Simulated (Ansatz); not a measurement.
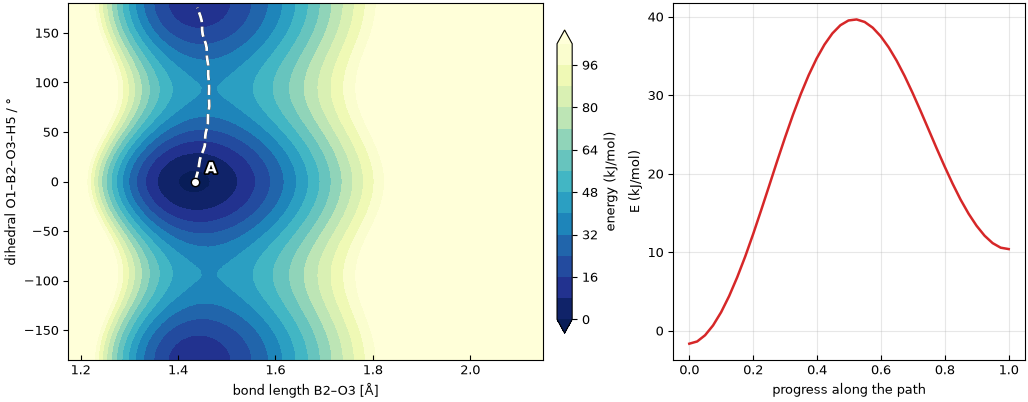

BFHO₂, SMILES [O-]B(O)F, charge −1. The first coordinate is: bond length B2–O3; the second: dihedral O1–B2–O3–H5. Nothing is relaxed (all other coordinates rigid). Grid: 11 × 12 points; 77 points were computed and 55 follow by symmetry. Points are written as (first, second). Energies: kJ/mol, counted from the lowest grid point. The reference is spin-restricted, which grows unreliable where a bond is stretched far. Method: RKS PBE0-D4/def2-TZVPD in Ansatz.

The picture shows filled contours, a line along the lowest path, one colour for all values above the top of the scale, the energy along the path at the right, the start A. Between grid points the surface is interpolated.

> Describe the path and its barrier.

The easiest path leads from the well at about (1.44 Å, 0°) to the well at about (1.44 Å, −180°), about 12 kJ/mol higher. Its highest point lies about 41 kJ/mol above the bottom of the first well on the interpolated surface, at (1.467 Å, 90°). Seen from the upper well the barrier is about 29 kJ/mol. The start is the relaxed structure and all else is held, so a fully relaxed path at this level can only be lower.
